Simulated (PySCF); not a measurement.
SMILES [OH][SnH]([OH])[OH] (H4O3Sn) at its CAM-B3LYP/def2-SVP optimised geometry (Å):

```
8

Sn    -0.8843    -1.0821     0.0000
O     -1.4506    -1.8423    -1.7256
O      1.0846    -1.0821     0.0000
O     -1.4485     0.8041     0.0000
H     -1.5229    -1.9392     1.3132
H     -1.8608    -1.1808    -2.2981
H      1.4485    -1.4085    -0.8335
H     -0.6961     1.4085    -0.0483
```

Method: PySCF with CAM-B3LYP/def2-TZVP, def2 effective core potentials past Kr. The core electrons that the potentials of Sn replace are not part of the density.

Map of the Laplacian of the electron density (e/bohr⁵), clipped to [-1.50, 1.50] on the plane z = 0.8 Å:

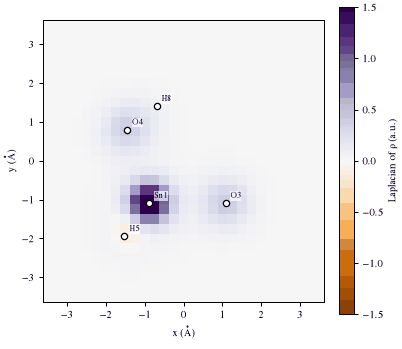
Figure: Laplacian of the electron density (e/bohr⁵), clipped to [-1.50, 1.50] on the plane z = 0.8 Å.
